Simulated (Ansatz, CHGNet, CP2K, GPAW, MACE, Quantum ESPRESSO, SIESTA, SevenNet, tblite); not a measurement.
# Running random rutile alloy of IrO2 and SiO2 (96 atoms) with tblite

Wanted: tblite inputs and outputs for random rutile alloy of IrO2 and SiO2 (96 atoms), checked against a plane-wave reference.

Main program and level: tblite 0.8.0; the method is named at each step.

### Step 1. Starting point

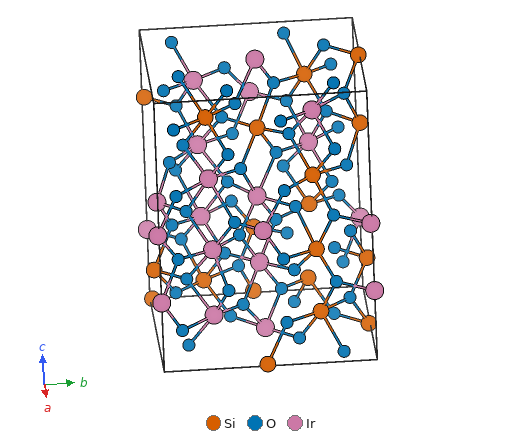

The starting structure, seen slightly off an axis (silicon orange, oxygen blue, iridium pink). Bonds to atoms that aren't drawn are left out. Some periodic images of atoms are drawn too.

The cell holds 96 atoms: 16 Si, 64 O and 16 Ir. Cell: a = 8.677 Å, b = 8.677 Å, c = 11.638 Å, α = 90.0°, β = 90.0°, γ = 90.0°. It derives from IrO2 (rutile), repeated 2×2×4. Rutile IrO2, 2 x 2 x 4 conventional cells, 16 of 32 Ir sites given to Si at random (x = 0.500), lattice by Vegard's rule (cell 4.338, 4.338, 2.909, 90, 90, 90); every coordinate displaced by a Gaussian of 0.07 Å. Then every atom was moved at random, 0.03 Å r.m.s. a Cartesian component.

The yardstick, on the same geometry:

| Property | Result |
| --- | --- |
| method | Kohn-Sham DFT, PBE, SSSP efficiency 1.3.0 pseudopotentials, plane waves (Quantum ESPRESSO 7.5); sssp-pbe-1.3.0-efficiency, cutoffs 60/480 Ry, Γ point |
| r.m.s. force component | 3.975 eV/Å |
| longest force | 18.02 eV/Å |
| pressure | 35.13 GPa |
| time | 4.5 min on 4 MPI ranks of Arm Neoverse V2, shared host |
| CPU time | 18 min |

### Step 2. GFN2-xTB

Method: GFN2-xTB tight binding, diagonalisation.

Input file run.py:

```python
import numpy as np
from ase.io import read
from tblite.ase import TBLite

atoms = read("structure.xyz")
atoms.calc = TBLite(method="GFN2-xTB", electronic_temperature=580, accuracy=1.0, max_iterations=250, mixer_damping=0.1, verbosity=1)
energy = atoms.get_potential_energy()
forces = atoms.get_forces()
print(f"energy {energy:.6f} eV")
print("forces (eV/A)")
for i, (a, f) in enumerate(zip(atoms, forces)):
    print(f"{i:4d} {a.symbol:2s} {f[0]:10.5f} {f[1]:10.5f} {f[2]:10.5f}")
stress = -atoms.get_stress(voigt=False) * 160.21766
print("stress (GPa, compression positive)")
for row in stress:
    print(" ".join(f"{x:10.4f}" for x in row))
print("charges (e)")
print(np.array2string(atoms.get_charges(), precision=4, suppress_small=True, max_line_width=110, threshold=100000))
```

Input file structure.xyz:

```xyz
96
Lattice="8.67700 0.00000 0.00000 0.00000 8.67700 0.00000 0.00000 0.00000 11.63800" Properties=species:S:1:pos:R:3 pbc="T T T"
Si 0.15115 0.09536 0.04178
Si 2.14912 2.09845 1.45778
O 1.23890 1.21868 11.48298
O 2.93664 3.09344 0.13337
O 0.95326 3.60200 1.54681
O 3.55505 0.86944 1.50212
Ir 8.64082 0.00564 2.97875
Ir 2.24838 2.08769 4.26253
O 1.32611 1.29817 2.98259
O 2.90419 2.94931 2.85178
O 0.76149 3.42507 4.29093
O 3.54542 0.82041 4.43478
Ir 8.54797 8.63865 5.86031
Ir 2.23667 2.06270 7.35964
O 1.18484 1.18606 5.93038
O 2.98697 3.17977 5.95772
O 0.74015 3.57484 7.20043
O 3.47583 0.82379 7.12257
Si 0.09796 0.08373 8.75899
Ir 2.24500 1.99502 10.15951
O 1.29122 1.30832 8.74642
O 2.97326 3.04849 8.76749
O 0.93902 3.34377 10.14100
O 3.51748 0.69572 10.25529
Si 8.66424 4.22188 0.07635
Si 2.30704 6.34072 1.35641
O 1.40411 5.79094 0.02281
O 3.04537 7.30291 0.01676
O 0.76627 7.87082 1.38446
O 3.63610 5.16872 1.45103
Si 0.14751 4.32982 2.89391
Si 2.19511 6.51027 4.50356
O 1.21504 5.61697 2.94046
O 3.12728 7.41788 2.89379
O 0.89434 7.80340 4.32631
O 3.41796 5.06459 4.37461
Ir 8.58954 4.24939 5.83250
Ir 2.21576 6.57743 7.19985
O 1.28706 5.56560 5.87626
O 3.03331 7.42439 5.72834
O 0.99204 7.86830 7.30750
O 3.62994 5.17158 7.34730
Ir 0.06933 4.37373 8.72384
Si 2.14261 6.51625 10.11354
O 1.28749 5.79528 8.68788
O 2.91781 7.31324 8.74014
O 0.85902 7.68210 9.99704
O 3.56217 5.17791 10.34141
Si 4.35733 8.62763 11.62776
Ir 6.54081 2.22825 1.54541
O 5.66027 1.20229 11.62043
O 7.30786 3.05786 11.49951
O 5.11336 3.50811 1.40517
O 7.82587 0.85078 1.43287
Si 4.44098 8.65184 2.86679
Ir 6.49014 2.27337 4.35762
[... 36 atom lines left out ...]
O 5.57610 5.60985 8.84907
O 7.31055 7.35749 8.71849
O 5.33818 7.92384 10.36573
O 7.91299 5.17253 10.27356
```

Run with:

```
> OMP_NUM_THREADS=1 python run.py > output.txt
```

The log of the run:

```text
------------------------------------------------------------
  cycle        total energy    energy error   density error
------------------------------------------------------------
      1     -332.8012737365  -3.3360004E+02   5.3422760E-01
      2     -333.5722381921  -7.7096446E-01   4.3676413E-01
      3     -340.2812222972  -6.7089841E+00   3.5337467E-01
      4     -347.0274949281  -6.7462726E+00   2.6605107E-01
      5     -348.8062177019  -1.7787228E+00   2.1564663E-01
      6     -349.7274066841  -9.2118898E-01   1.9122648E-01
      7     -350.0273917762  -2.9998509E-01   1.6923912E-01
      8     -347.9619604308   2.0654313E+00   1.7953171E-01
      9     -350.3012495548  -2.3392891E+00   1.4028145E-01
     10     -349.7770240149   5.2422554E-01   1.2568401E-01
     11     -350.6124871931  -8.3546318E-01   8.9147014E-02
     12     -350.0302332734   5.8225392E-01   9.4114492E-02
     13     -350.5811956369  -5.5096236E-01   6.7127896E-02
     14     -350.7255568756  -1.4436124E-01   5.5289463E-02
     15     -350.5501866248   1.7537025E-01   5.8928854E-02
     16     -350.7201143619  -1.6992774E-01   4.2296074E-02
     17     -350.7311837057  -1.1069344E-02   4.0854881E-02
     18     -350.6932431914   3.7940514E-02   4.0063620E-02
     19     -350.7390711060  -4.5827915E-02   2.8210071E-02
     20     -350.7252325734   1.3838533E-02   2.6258485E-02
     21     -350.7923107477  -6.7078174E-02   1.6048531E-02
     22     -350.7940515528  -1.7408051E-03   1.4440795E-02
     23     -350.7959921061  -1.9405533E-03   1.3683163E-02
     24     -350.7973879080  -1.3958019E-03   1.3308419E-02
[...]
67     -350.7818782677  -6.3084826E-09   9.1383954E-05
     68     -350.7818781251   1.4265169E-07   8.2865025E-05
     69     -350.7818780895   3.5588414E-08   7.7841617E-05
     70     -350.7818785760  -4.8650605E-07   4.9513429E-05
     71     -350.7818787728  -1.9679447E-07   2.6954326E-05
     72     -350.7818787767  -3.9433985E-09   2.0689316E-05
     73     -350.7818787690   7.7436084E-09   2.2538179E-05
     74     -350.7818787772  -8.2588940E-09   1.7760666E-05
------------------------------------------------------------
 total:                                  13.213 sec
energy -9545.261114 eV
forces (eV/A)
   0 Si   -3.82644   -3.16201   -0.09667
   1 Si    1.35299    1.07878    0.14405
   2 O     1.28784    0.61247    3.78874
   3 O    -2.01854   -3.25306    0.95021
   4 O    -1.86869   -0.93402   -1.88678
   5 O    -0.45308   -0.18863   -0.73464
   6 Ir    0.29455   -1.46011   -3.02633
   7 Ir   -2.09361    0.18652    6.39363
   8 O    -0.02264   -0.00755   -5.28767
   9 O     0.65443    0.33879   -4.18000
  10 O     0.22913   -0.21483   -2.25560
  11 O    -2.28636    2.58080   -8.01153
  12 Ir    2.36955   -3.82169    0.84639
  13 Ir   -2.89792    2.97745   -2.86526
  14 O     2.10373    2.01063   -1.25508
  15 O    -0.96509   -2.13489   -1.06863
  16 O     2.33531   -2.66911    2.34520
  17 O     0.57491   -0.67009    5.51002
  18 Si   -0.75812   -1.57341    1.36130
  19 Ir   -0.40429    3.62292    2.83191
  20 O    -2.95994   -3.97263   -0.09253
  21 O     4.09419    3.15871   -0.09892
  22 O    -1.62624    2.33615    2.71830
  23 O     3.02727   -2.65250   -1.14741
[...]
88 O    -1.13584   -0.77087    2.52979
  89 O    -2.85808    2.53124    2.06804
  90 Si    1.19992   -0.60973    0.74922
  91 Ir    1.11242   -0.93282    4.27736
  92 O    -0.35340   -0.09574   -3.44265
  93 O     1.47369    0.74980   -3.35673
  94 O    -3.39551    0.98661   -2.83292
  95 O     1.00984   -0.87886    1.51388
stress (GPa, compression positive)
   15.6154     1.8486     0.1241
    1.8486    15.8355    -1.0872
    0.1241    -1.0872    21.4308
charges (e)
[ 0.784   0.8351 -0.271  -0.3131 -0.2965 -0.312   0.2856  0.438  -0.2783 -0.3325 -0.3446 -0.2644  0.4821
  0.4819 -0.3608 -0.3454 -0.2851 -0.3051  0.8604  0.2527 -0.2665 -0.3046 -0.2972 -0.3172  0.7877  0.7644
 -0.27   -0.3145 -0.316  -0.2414  0.8405  0.8532 -0.3206 -0.3219 -0.3386 -0.3245  0.563   0.3685 -0.3221
 -0.3094 -0.334  -0.3345  0.3911  0.8191 -0.286  -0.3105 -0.3357 -0.2887  0.7934  0.3405 -0.2992 -0.2709
 -0.2284 -0.3003  0.8276  0.5313 -0.283  -0.2606 -0.2305 -0.2653  0.5115  0.4188 -0.3239 -0.254  -0.355
 -0.3067  0.8302  0.8318 -0.2853 -0.2754 -0.3122 -0.3125  0.3533  0.8098 -0.3038 -0.2942 -0.3216 -0.3014
  0.3766  0.8538 -0.3647 -0.3043 -0.3762 -0.3662  0.4833  0.8718 -0.4035 -0.36   -0.3479 -0.3263  0.8829
  0.2135 -0.3284 -0.3218 -0.3139 -0.2771]
```

Elapsed: 14 s, on 1 thread of Arm Neoverse V2, shared host; peak memory 0.13 GiB.

Banners, paths, timers and routine set-up lines are dropped from the logs unmarked, and long logs keep their key lines alone; longer cuts are marked.

Against the reference:

```
r.m.s. force component                  : 2.585 eV/Å
r.m.s. difference of force components   : 1577 meV/Å
longest difference of force vectors     : 8144 meV/Å
force difference over r.m.s. force      : 39.66 %
slope of forces against the reference's : 0.6328
correlation of force components         : 0.9731
pressure                                : 17.63 GPa
pressure difference                     : -17.5 GPa
```

Length of the force difference by element (eV/Å):

| element | atoms | mean | most |
| --- | --- | --- | --- |
| Ir | 16 | 4.0 | 7.1 |
| O | 64 | 1.7 | 8.1 |
| Si | 16 | 1.2 | 2.3 |

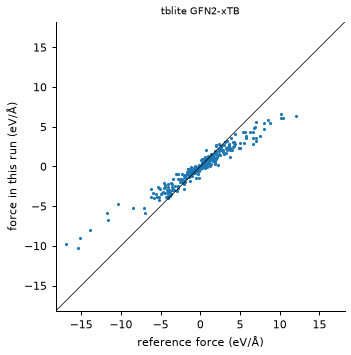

Force components against those of the reference; the line marks equality.

The surroundings of Ir92, whose charge lies farthest from its element's mean, nearest first, numbered as they follow in the input and with coordinates relative to it.

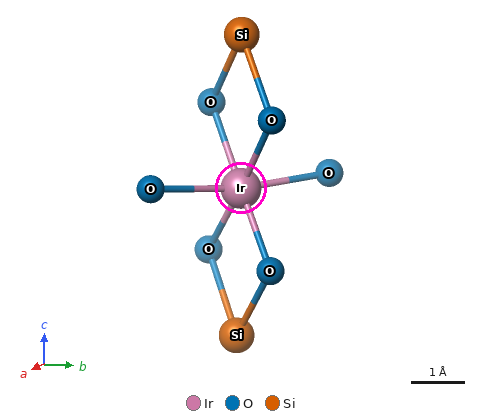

The atoms of the table, within 2.9 Å (arrows a, b, c point along x, y, z); some may hide others; the central atom is ringed.

| atom | x | y | z | distance (Å) | bonds | Mulliken charge (e) | Fx | Fy | Fz (eV/Å) |
| --- | --- | --- | --- | --- | --- | --- | --- | --- | --- |
| Ir92 | 0.00 | 0.00 | 0.00 | 0.00 | 6 | 0.21 | 1.11 | -0.93 | 4.28 |
| O95 | -1.19 | 1.39 | 0.20 | 1.84 | 3 | -0.31 | -3.40 | 0.99 | -2.83 |
| O94 | 0.78 | 0.82 | -1.45 | 1.84 | 3 | -0.32 | 1.47 | 0.75 | -3.36 |
| O93 | -0.95 | -0.93 | -1.32 | 1.87 | 3 | -0.33 | -0.35 | -0.10 | -3.44 |
| O76 | 0.87 | 0.87 | 1.44 | 1.89 | 3 | -0.29 | 1.15 | 0.65 | 3.07 |
| O75 | -0.81 | -0.83 | 1.51 | 1.90 | 3 | -0.30 | 0.89 | 1.25 | 2.18 |
| O96 | 1.38 | -1.37 | 0.11 | 1.95 | 3 | -0.28 | 1.01 | -0.88 | 1.51 |
| Si86 | 0.02 | -0.08 | -2.80 | 2.80 | 6 | 0.87 | -0.33 | 0.55 | -2.04 |
| Si74 | 0.08 | 0.04 | 2.94 | 2.94 | 6 | 0.81 | -0.65 | -1.02 | -0.29 |

Atoms are counted from 1 here, from 0 in the log.

Forces lie 40 % from the reference's, at 0.013 times its CPU time (on 1 against 4 cores); the SCF took 74 steps, which the time reflects.

### Step 3. GFN1-xTB

Method: GFN1-xTB tight binding, diagonalisation.

run.py: that of step 2 with these lines changed.

```diff
@@ -5,3 +5,3 @@
 atoms = read("structure.xyz")
-atoms.calc = TBLite(method="GFN2-xTB", electronic_temperature=580, accuracy=1.0, max_iterations=250, mixer_damping=0.1, verbosity=1)
+atoms.calc = TBLite(method="GFN1-xTB", electronic_temperature=580, accuracy=1.0, max_iterations=250, mixer_damping=0.1, verbosity=1)
 energy = atoms.get_potential_energy()
```

structure.xyz is that of step 2.

The log of the run:

```text
------------------------------------------------------------
  cycle        total energy    energy error   density error
------------------------------------------------------------
      1     -358.9446730968  -3.5913553E+02   1.1006994E+00
      2     -367.5734637436  -8.6287906E+00   9.3079252E-01
      3     -384.1694413207  -1.6595978E+01   7.2775232E-01
      4     -392.2887897075  -8.1193484E+00   5.5903575E-01
      5     -394.6034808709  -2.3146912E+00   4.8037156E-01
      6     -393.2002327331   1.4032481E+00   3.6838367E-01
[...]
30     -396.5309745233  -9.7456734E-08   5.0912713E-05
     31     -396.5309746865  -1.6324810E-07   2.0965430E-05
     32     -396.5309747048  -1.8261176E-08   1.2110054E-05
------------------------------------------------------------
 total:                                   4.887 sec
energy -10790.157423 eV
forces (eV/A)
   0 Si   -4.43933   -2.88355    0.57229
   1 Si    1.57806    1.43465    0.27816
   2 O     1.47333    0.51478    4.78696
   3 O    -1.87956   -3.31367    1.09899
   4 O    -1.54613   -2.04230   -2.00602
   5 O    -1.33498    0.30380   -0.76943
[...]
93 O     2.06444    1.20409   -4.01448
  94 O    -3.46748    0.60452   -3.42018
  95 O     1.03094   -0.88073    1.67059
stress (GPa, compression positive)
   30.6049     2.1370     0.3655
    2.1370    30.9145    -0.8658
    0.3655    -0.8658    36.2315
charges (e)
[ 0.5129  0.5232 -0.2403 -0.3372 -0.2195 -0.2473  0.603   0.6196 -0.2803 -0.3092 -0.3344 -0.2392  0.6908
  0.636  -0.3819 -0.3753 -0.3309 -0.2851  0.5168  0.6087 -0.27   -0.3136 -0.3371 -0.2763  0.5138  0.5128
 -0.2379 -0.2498 -0.3077 -0.2736  0.5106  0.5189 -0.241  -0.2665 -0.3393 -0.3198  0.7564  0.6354 -0.3227
 -0.3064 -0.3193 -0.3152  0.6249  0.52   -0.3025 -0.2626 -0.2479 -0.2594  0.5139  0.647  -0.3184 -0.2769
 -0.3201 -0.3203  0.5101  0.6439 -0.3161 -0.2791 -0.3017 -0.3196  0.7422  0.6403 -0.3488 -0.3023 -0.3289
 -0.3023  0.5274  0.5126 -0.2385 -0.2817 -0.3141 -0.2624  0.6811  0.5263 -0.3247 -0.2865 -0.2223 -0.2482
  0.6169  0.5147 -0.303  -0.2258 -0.316  -0.2807  0.6887  0.5143 -0.3345 -0.2803 -0.3014 -0.3077  0.5131
  0.6369 -0.2817 -0.2805 -0.251  -0.3084]
```

The job ended after 5.4 s (1 thread; peak memory 0.13 GiB).

Compared with the plane-wave run:

```yaml
r_m_s_force_component: 3.132 eV/Å
r_m_s_difference_of_force_components: 1072 meV/Å
longest_difference_of_force_vectors: 5208 meV/Å
force_difference_over_r_m_s_force: 26.98 %
slope_of_forces_against_the_reference_s: 0.774
correlation_of_force_components: 0.9824
pressure: 32.58 GPa
pressure_difference: -2.544 GPa
```

Against the first run (40 %), the force difference from the reference is 27 %, at 0.39 times the CPU time (32 SCF steps against 74).

### Step 4. All runs compared

Differences are against the plane-wave reference, forces as r.m.s. over components; share is that over the reference's r.m.s. force, slope the least-squares factor from reference forces to these. Total energies of different programs have different zeros and aren't compared.

| run | Δ force, r.m.s. (meV/Å) | share (%) | slope | Δ pressure (GPa) | cores | CPU time | memory (GiB) |
| --- | --- | --- | --- | --- | --- | --- | --- |
| reference | - | - | - | - | 4 | 18 min | 3.4 |
| tblite GFN2-xTB | 1577 | 39.7 | 0.633 | -17.5 | 1 | 14 s | 0.13 |
| tblite GFN1-xTB | 1072 | 27.0 | 0.774 | -2.54 | 1 | 5.4 s | 0.13 |

CPU time is summed over cores on a shared host, where runs went side by side, so it is rough. Symmetry, cutoffs, thresholds, outputs and thread counts weren't matched or tuned between programs; memory under MPI is the largest rank's times the ranks.

### Step 5. What came out

| Property | Result |
| --- | --- |
| nearest in forces | tblite GFN1-xTB, 27 % |
| its CPU time | 5.4 s |

In words: Tight binding differs by 27 % (tblite GFN1-xTB) to 40 % (tblite GFN2-xTB); it is another model, with fitted parameters of its own, and the xTB methods hold dispersion. tblite GFN2-xTB needed 74 SCF steps, so its time overstates the method's usual cost. Of the electronic-structure runs that take under half the reference's CPU time, tblite GFN1-xTB comes nearest, at 27 % in 5.4 s against 18 min; its pressure misses by -2.5 GPa. Periodic xTB results under one method name differ between programs and library versions. The reference's pressure holds the uncorrected Pulay stress of its 60 Ry basis, so small pressure differences, and their order, may be the reference's own error. The reference's stress is far from hydrostatic: its diagonal is 30.5, 30.9, 44.0 GPa, compression counted positive. The host structure and its lattice constant were typed by rule, without a check against the phase diagram. The reference's pressure of 35 GPa belongs to a cell and atoms that aren't relaxed at this level. The runs have no spin polarisation, so any moments at edges, vacancies or dangling bonds can't form. The electronic-structure runs sample only Γ, in a cell whose shortest periodic width is 9 Å, which is coarse for a cell with partly filled levels. Spin–orbit coupling is left out, which matters for the levels of the heavy elements.

[Also dropped from logs without a mark: logging warnings of Python, and SIESTA's first energy breakdown and zero terms.]

[Logs are printed without paths, hosts, clocks, repeated set-up lines and the standing remarks that a program may print on its own settings, such as how far it seeks lower states.]

[Hosts, paths, dates, database ids (printed as entryN), source tags and the programs' standing remarks are cut or masked in the printed files.]
